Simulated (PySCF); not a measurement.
**C3H7NO2Si (SMILES [H]/N=C/C(=C)O[SiH2]O): density, localisation and related maps**

```yaml
atoms:
  - { symbol: C, position_ang: [0.3690, 2.2221, -0.5288] }
  - { symbol: C, position_ang: [0.2383, 0.9107, -0.2793] }
  - { symbol: C, position_ang: [1.4025, 0.1620, 0.2001] }
  - { symbol: N, position_ang: [1.3757, -1.0826, 0.4118] }
  - { symbol: O, position_ang: [-0.9241, 0.2972, -0.5026] }
  - { symbol: Si, position_ang: [-1.7722, -0.9660, 0.1107] }
  - { symbol: O, position_ang: [-1.0274, -2.3905, -0.0359] }
  - { symbol: H, position_ang: [-0.4645, 2.7981, -0.8874] }
  - { symbol: H, position_ang: [1.3027, 2.7334, -0.3875] }
  - { symbol: H, position_ang: [2.2889, 0.7907, 0.3438] }
  - { symbol: H, position_ang: [2.2480, -1.4872, 0.7425] }
  - { symbol: H, position_ang: [-2.0649, -0.6731, 1.5141] }
  - { symbol: H, position_ang: [-2.9063, -0.9506, -0.7930] }
  - { symbol: H, position_ang: [-0.0666, -2.3647, 0.0693] }
```

Geometry: GFN2-xTB.

All numbers below come from PBE0/pcSseg-1, SCF density, gas phase, non-relativistic in PySCF.

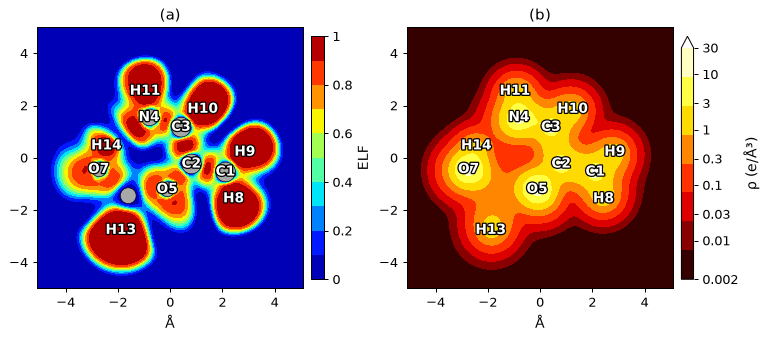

Figure 1. (a) electron localisation function; (b) total electron density on the plane of atoms C3, N4 and H11. Grey discs cover the atomic cores in the ELF map.

Describe what can be read from this map.

The plane passes through C, N, O and H nuclei.
C–N (1.26 Å): the density is about 2.8 e/Å³ at the midpoint; the ELF peaks at about 0.90 between the atoms: a multiple bond.
C–O (1.33 Å): ρ at the midpoint is about 2.4 e/Å³; the ELF peaks at about 0.90 between the atoms, as expected for a shared but strongly polarised pair.
C–C (1.34 Å): ρ is about 2.3 e/Å³ halfway; the ELF peaks at about 0.95 between the atoms (a short, multiple covalent bond).
O–H (0.97 Å): ρ is about 3.7 e/Å³ halfway; the ELF climbs to about 1 towards the hydrogen, as it does in any bond to H (a covalent bond by its length).
C–C (1.46 Å): ρ at the midpoint is about 1.9 e/Å³; the ELF peaks at about 0.95 between the atoms; localised, covalent bonding.
The ELF also peaks beside O5 and O7, away from the bonds: lone-pair regions.

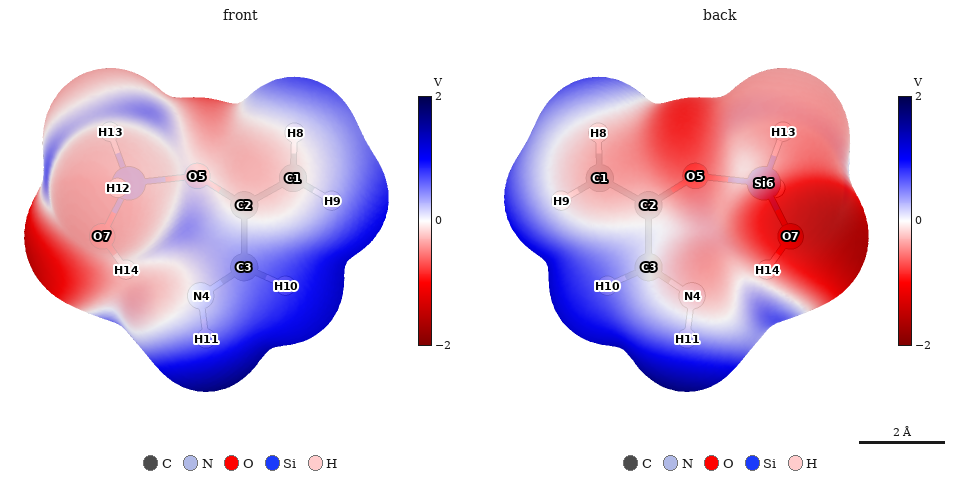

Figure 2. The molecular electrostatic potential painted on the density surface at 0.001 e/bohr³, seen from the front and from behind; the colour scale runs from red (negative) to blue (positive).

Describe the electrostatic potential map.

The most negative region (about −1.6 V) lies over O7, the most positive (about +1.7 V) over H11. O7 is the likeliest acceptor of a hydrogen bond.

What dipole moment does the calculation give?

Its dipole moment is 4.06 D.
